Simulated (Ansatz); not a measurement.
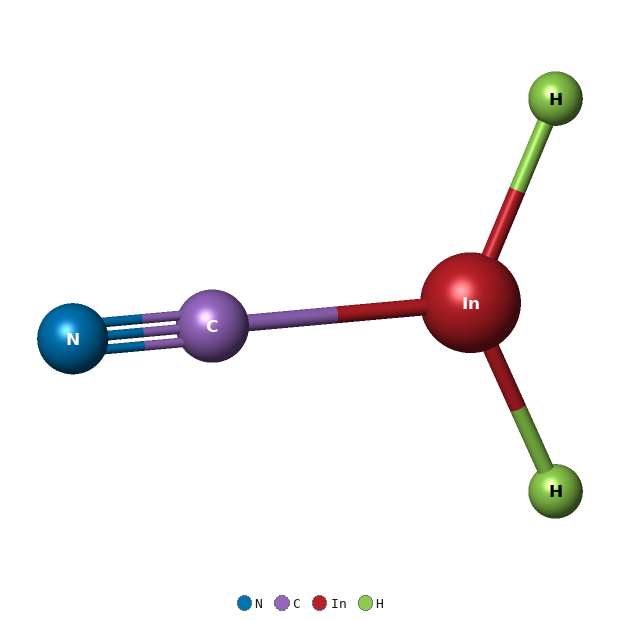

Ball-and-stick drawing of a structure.

The computed structure is the end point of a PBE0-D4/def2-TZVP optimisation.

Question: Count the atoms of each element.

Answer: CH₂InN, 5 atoms: 1 carbon, 2 hydrogen, 1 indium and 1 nitrogen.

Question: Write the SMILES.

Answer: N#[C][InH2]

Question: Name some functional groups or characteristic bonds that it holds.

Answer: Among them: nitrile.

More results for the same structure follow; atom numbers are the same in all pictures, views and colours differ.

### Geometry

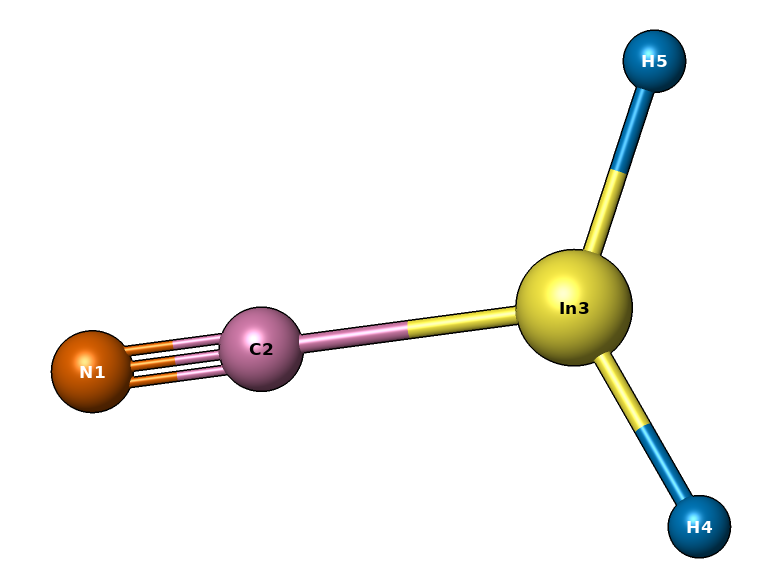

Atoms carry their numbers in the input.

Estimate the angles N1–C2–In3, C2–In3–H4, H4–In3–H5.

```
    angle  degrees
N1–C2–In3    180.0
C2–In3–H4    114.4
H4–In3–H5    131.3
```

### Dipole moment

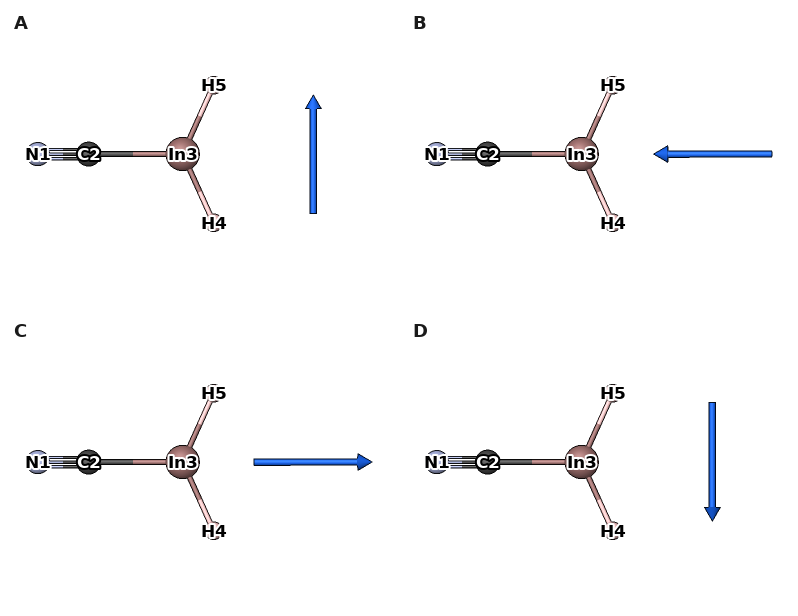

The same molecule four times, each with an arrow. Properties computed with RKS PBE0-D4/def2-TZVP, core potentials on In (Ansatz 0.2.0).

Question: Which arrow points along the dipole moment, from the negative to the positive end?

Answer: C. The dipole moment is 4.42 D; it points from the side of N1 to the side of H4, H5 (the outermost atoms at the two ends).

### Vibrations

Harmonic vibrations computed with RKS PBE0-D4/def2-TZVP, core potentials on In (Ansatz 0.2.0) at a stationary point of the same level.

Question: How many vibrational modes are there, and where do they lie?

Answer: 9 modes: 187, 196, 383, 441, 553, 587, 1889, 1896, 2300 cm⁻¹.

### Electronic properties

Properties computed with RKS ωB97M-V/def2-SVP, core potentials on In (Ansatz 0.2.0).

Question: Give the HOMO–LUMO gap at this level.

Answer: 10.19 eV.

Question: What is the HOMO energy (Kohn–Sham orbital)?

Answer: −11.09 eV.
